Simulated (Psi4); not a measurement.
# USVWN5/aug-cc-pVDZ run of SiF3 (SMILES F[Si](F)F)

Aim: the vertical electron affinity of SiF3 at USVWN5/aug-cc-pVDZ, from 2 runs. 

Program for the calculation: Psi4 1.11.

3 further runs of the same task are left out: 1 that didn't finish, 2 set aside as unsound or not needed.

## (1) Starting point

SiF3: 4 atoms, total charge 0, spin state doublet. As SMILES, `F[Si](F)F`. The coordinates come from a PBE0-D4/def2-TZVP relaxation.

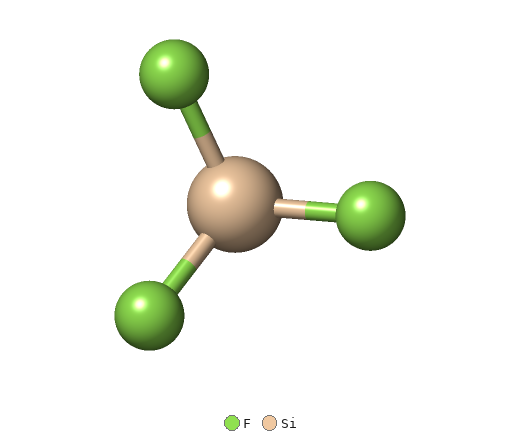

Viewed from a chosen angle; fluorine green, silicon light orange.

## (2) The energy at USVWN5/aug-cc-pVDZ

The input, f3si.xyz:

```xyz
4
F3Si
F      0.784850    -0.507040     1.151700
Si    -0.282750     0.213060     0.234280
F     -0.994260    -0.892250    -0.644340
F      0.492160     1.186230    -0.741640
```

The input, run.py:

```python
import psi4

psi4.set_memory('2200 MB')
psi4.set_num_threads(1)
psi4.set_output_file('output.dat', False)

with open('f3si.xyz') as f:
    atoms = ''.join(f.readlines()[2:])
m = psi4.geometry('0 2\n' + atoms + 'symmetry c1')

psi4.set_options({
    'basis': 'aug-cc-pVDZ',
    'reference': 'uks',
    'puream': True,
    'e_convergence': 1e-09,
    'd_convergence': 1e-08,
    'scf_type': 'pk',
    'dft_radial_points': 99,
    'dft_spherical_points': 590,
    'maxiter': 100,
})

E, wfn = psi4.energy("scf", dft_functional={"name": "SVWN5", "x_functionals": {"LDA_X": {}}, "c_functionals": {"LDA_C_VWN": {}}}, return_wfn=True)
psi4.oeprop(wfn, "MULLIKEN_CHARGES", "MAYER_INDICES", "WIBERG_LOWDIN_INDICES", title="SCF")
print(f'scf energy: {E:.10f} Eh')
for k, v in sorted(psi4.core.scalar_variables().items()):
    print(f'{k:45s} {v:18.10f}')
```

Started as:

```console
$ python run.py
```

output.dat:

```text
[...]
  Running in c1 symmetry.
[...]
  Nuclear repulsion =  176.798451223300987
[...]
  Multiplicity = 2
[...]
  Nalpha       = 21
  Nbeta        = 20
[...]
    Number of basis functions: 96
[...]
   @UKS iter   1:  -585.99418985705699   -1.98927e-01   6.68666e-03 DIIS/ADIIS
[...]
   @UKS iter  10:  -586.12816682847188   -1.31877e-11   3.16961e-09 DIIS
[...]
   @S^2 Observed:                7.507565210E-01
[...]
    Orbital Energies [Eh]
    ---------------------
    Alpha Occupied:
       1A    -65.276677     2A    -24.146982     3A    -24.146967
       4A    -24.146960     5A     -5.161303     6A     -3.603894
       7A     -3.603893     8A     -3.602884     9A     -1.148515
      10A     -1.119854    11A     -1.119833    12A     -0.557632
      13A     -0.488065    14A     -0.488050    15A     -0.457138
      16A     -0.430416    17A     -0.430410    18A     -0.407445
      19A     -0.407426    20A     -0.391025    21A     -0.242665
    Alpha Virtual:
      22A     -0.019707    23A     -0.019678    24A     -0.006417
      25A      0.014787    26A      0.053792    27A      0.053808
[...]
  @UKS Final Energy:  -586.12816682847188
   => Energetics <=
    Nuclear Repulsion Energy =            176.7984512233009866
    One-Electron Energy =               -1169.9118999956112930
    Two-Electron Energy =                 456.2571517612206549
    DFT Exchange-Correlation Energy =     -49.2718698173821039
    Empirical Dispersion Energy =           0.0000000000000000
    VV10 Nonlocal Energy =                  0.0000000000000000
    Total Energy =                       -586.1281668284718762
[...]
 Multipole Moments:
 ------------------------------------------------------------------------------------
     Multipole            Electronic (a.u.)      Nuclear  (a.u.)        Total (a.u.)
 ------------------------------------------------------------------------------------
 L = 1.  Multiply by 2.5417464519 to convert [e a0] to [Debye]
 Dipole X            :          0.0792265           -0.3567990           -0.2775725
 Dipole Y            :         -0.0598776            0.2688580            0.2089804
 Dipole Z            :         -0.0657757            0.2956353            0.2298596
 Magnitude           :                                                    0.4165990
[...]
  Mulliken Charges: (a.u.)
   Center  Symbol    Alpha    Beta     Spin     Total
       1     F     4.72640  4.72908 -0.00268 -0.45548
       2    SI     6.82082  5.81277  1.00805  1.36641
       3     F     4.72638  4.72907 -0.00269 -0.45545
       4     F     4.72641  4.72908 -0.00268 -0.45549
   Total alpha = 21.00000, Total beta = 20.00000, Total charge =  0.00000
  Mayer Bond Indices:
  Total Bond Index:
  Irrep: 1 Size: 4 x 4
[...]
```

The script printed:

```text
scf energy: -586.1281668285 Eh
CURRENT ENERGY                                   -586.1281668285
CURRENT REFERENCE ENERGY                         -586.1281668285
DD SOLVATION ENERGY                                 0.0000000000
DFT FUNCTIONAL TOTAL ENERGY                      -586.1281668285
DFT TOTAL ENERGY                                 -586.1281668285
DFT VV10 ENERGY                                     0.0000000000
DFT XC ENERGY                                     -49.2718698174
GRID ELECTRONS ALPHA                               20.9999989213
GRID ELECTRONS BETA                                19.9999989345
GRID ELECTRONS TOTAL                               40.9999978558
NUCLEAR REPULSION ENERGY                          176.7984512233
ONE-ELECTRON ENERGY                             -1169.9118999956
PCM POLARIZATION ENERGY                             0.0000000000
PE ENERGY                                           0.0000000000
SCF ITERATION ENERGY                             -586.1281668285
SCF ITERATIONS                                     10.0000000000
SCF TOTAL ENERGY                                 -586.1281668285
TWO-ELECTRON ENERGY                               456.2571517612
XC GRID RADIAL POINTS                              99.0000000000
XC GRID SPHERICAL POINTS                          590.0000000000
XC GRID TOTAL POINTS                           228401.0000000000
```

It took 26 s on 1 thread of Intel Xeon at 2.50GHz (Skylake/Cascade Lake), shared host; peak memory 0.59 GiB.

## (3) The singlet anion at the same level

The input, input.in:

```
memory 2200 mb

molecule mol {
  -1 1
  F
  Si 1 r2
  F 2 r3 1 a3
  F 2 r4 3 a4 1 d4

  r2 = 1.58113
  r3 = 1.581117
  a3 = 107.93279
  r4 = 1.581128
  a4 = 107.92824
  d4 = 116.38705
  symmetry c1
  no_reorient
  no_com
}

set basis aug-cc-pVDZ
set puream true
set e_convergence 1e-09
set d_convergence 1e-08
set scf_type pk
set dft_radial_points 99
set dft_spherical_points 590

E, wfn = energy("scf", dft_functional={"name": "SVWN5", "x_functionals": {"LDA_X": {}}, "c_functionals": {"LDA_C_VWN": {}}}, return_wfn=True)
oeprop(wfn, "QUADRUPOLE", "DIPOLE", "LOWDIN_CHARGES", title="SCF")
```

Started as:

```console
$ psi4 -i input.in -o input.out -n 1
```

input.out:

```text
[...]
  Running in c1 symmetry.
[...]
  Nuclear repulsion =  176.798443899773531
[...]
  Multiplicity = 1
[...]
  Nalpha       = 21
  Nbeta        = 21
[...]
    Number of basis functions: 96
[...]
   @RKS iter   1:  -585.96287216243297   -1.67610e-01   7.87287e-03 ADIIS/DIIS
[...]
   @RKS iter  11:  -586.19669400906832   -2.03499e-11   3.42483e-09 DIIS
[...]
    Orbital Energies [Eh]
    ---------------------
    Doubly Occupied:
       1A    -64.989373     2A    -23.913985     3A    -23.913977
       4A    -23.913972     5A     -4.877542     6A     -3.320777
       7A     -3.320776     8A     -3.315005     9A     -0.916829
      10A     -0.889438    11A     -0.889422    12A     -0.326143
      13A     -0.260246    14A     -0.260233    15A     -0.225636
      16A     -0.205701    17A     -0.205694    18A     -0.183215
      19A     -0.183199    20A     -0.168357    21A      0.039567
[...]
  @RKS Final Energy:  -586.19669400906832
   => Energetics <=
    Nuclear Repulsion Energy =            176.7984438997735310
    One-Electron Energy =               -1179.8200926328747755
    Two-Electron Energy =                 466.3383879135766392
    DFT Exchange-Correlation Energy =     -49.5134331895436475
    Empirical Dispersion Energy =           0.0000000000000000
    VV10 Nonlocal Energy =                  0.0000000000000000
    Total Energy =                       -586.1966940090683238
[...]
 Multipole Moments:
 ------------------------------------------------------------------------------------
     Multipole            Electronic (a.u.)      Nuclear  (a.u.)        Total (a.u.)
 ------------------------------------------------------------------------------------
 L = 1.  Multiply by 2.5417464519 to convert [e a0] to [Debye]
 Dipole X            :         -1.3599288            0.4251358           -0.9347929
 Dipole Y            :         -0.8432496            0.2635390           -0.5797106
 Dipole Z            :         -0.6135778            0.1918256           -0.4217523
 Magnitude           :                                                    1.1780395
 L = 2.  Multiply by 1.3450342976 to convert [e a0^2] to [Debye ang]
 Quadrupole XX       :        -74.3235879           45.5597983          -28.7637895
 Quadrupole XY       :         36.3961719          -36.9119800           -0.5158081
[...]
```

Wall time 21 s (1 thread of Intel Xeon at 2.50GHz (Skylake/Cascade Lake), shared host); peak memory 0.59 GiB.

## (4) What came out

Level: USVWN5/aug-cc-pVDZ.

```
                                                            quantity          value
                                          doublet SiF3: total energy  -586.12817 Eh
                                         doublet SiF3: dipole moment         1.06 D
                    doublet SiF3: HOMO energy (highest over α and β)       -6.60 eV
                     doublet SiF3: LUMO energy (lowest over α and β)       -5.06 eV
                                                  doublet SiF3: ⟨S²⟩          0.751
                                         singlet anion: total energy  -586.19669 Eh
                                          singlet anion: HOMO energy        1.08 eV
                                          singlet anion: LUMO energy        3.63 eV
singlet anion: HOMO–LUMO gap (to an unbound level, set by the basis)        2.55 eV
                   vertical electron affinity (to the singlet anion)       1.865 eV
```

In words: At fixed nuclei the extra electron is bound by 1.86 eV (180 kJ/mol). Mulliken charges (doublet SiF3) run from -0.46 on F4 to +1.37 on Si2; in a basis this large or diffuse they mean little. The HOMO (singlet anion) lies at positive energy, 1.08 eV, as semi-local functionals often give for anions; only total energies tell whether the electron is bound.
